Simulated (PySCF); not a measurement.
CO2, SMILES `O=C=O`.

Method: PBE0/def2-SVPD; geometry: GFN2-xTB; program: PySCF. No frequency check shows the geometry to be a minimum.

Geometry (Å), atoms numbered from 1:

```
O1      -1.1437    0.0001    0.0000
C2       0.0000   -0.0001    0.0000
O3       1.1437    0.0001    0.0000
```

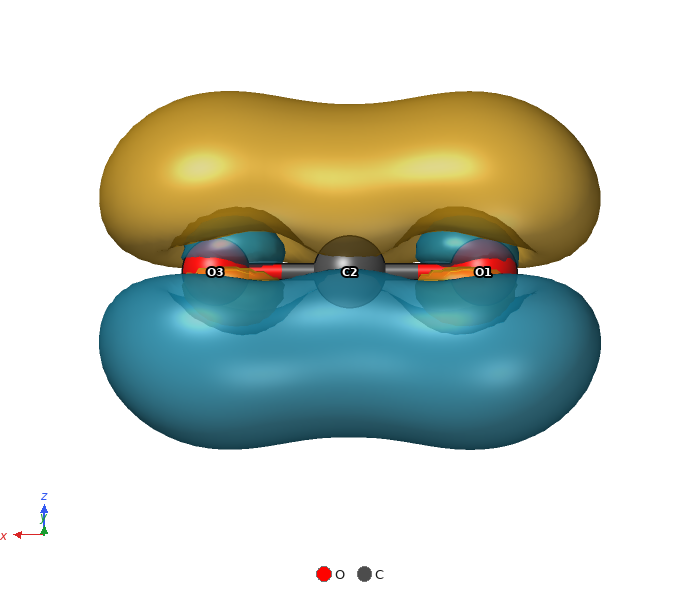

Change of the electron density in a uniform field of 0.51 V/Å, surfaces at ±0.0015 e/Å³ (yellow: gain, teal: loss).

**Along which Cartesian direction does the field point?**

Along −z: electrons gather on the +z side, against the field.

**How large is the response?**

The induced dipole is 0.31 D (along the field); α along this axis, from the fields in both directions, is 12 bohr³ (1.8 Å³).

**Which atoms gain and lose the most charge?**

Hardly any: no atom's Hirshfeld charge changes by as much as 0.002 e. The density shifts from one side of each atom to the other; 0.041 electrons are displaced in all.
